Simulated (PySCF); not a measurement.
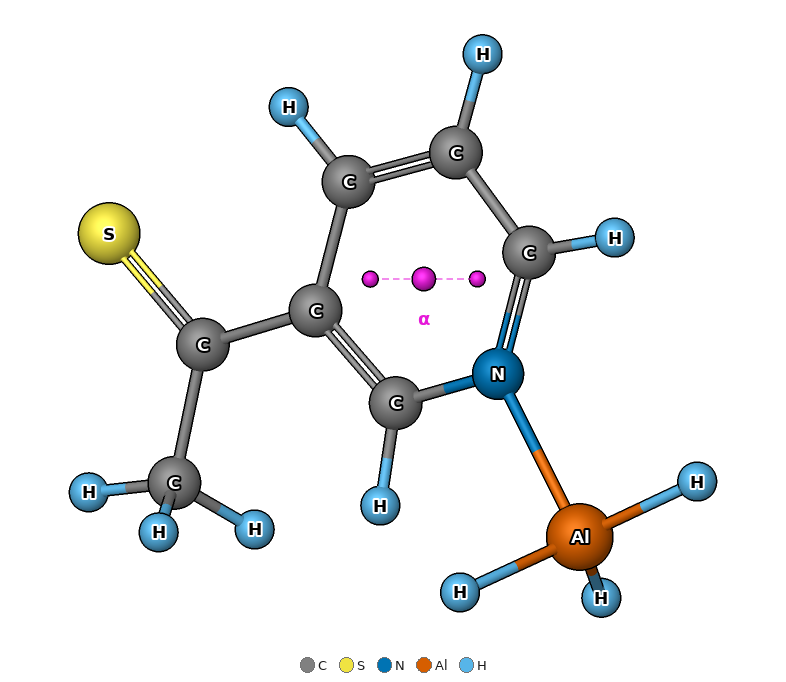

The small points mark where nucleus-independent chemical shifts (NICS) were computed: at the centre of each lettered ring and 1 Å above and below it. Computed geometry: GFN2-xTB optimisation. No frequency run is at hand to confirm it as a minimum. Level of theory: GIAO PBE0/pcSseg-1 NMR shielding, non-relativistic, gas phase (PySCF 2.14.0).

Give NICS(0), NICS(1) and the out-of-plane component NICS(1)zz for each ring (means of the two sides).

| ring | members | NICS(0) | NICS(1) | NICS(1)zz |
| --- | --- | --- | --- | --- |
| α | C5N | −6.5 | −10.1 | −24.4 |

Values in ppm.

> What do the values say about the ring currents?

Ring α: diatropic, as in an aromatic ring. NICS is one index among several.

The geometry is semi-empirical. Around Al such bond lengths and angles can be off by a tenth of an ångström or more and by several degrees, and values that hang on the shape move with them.
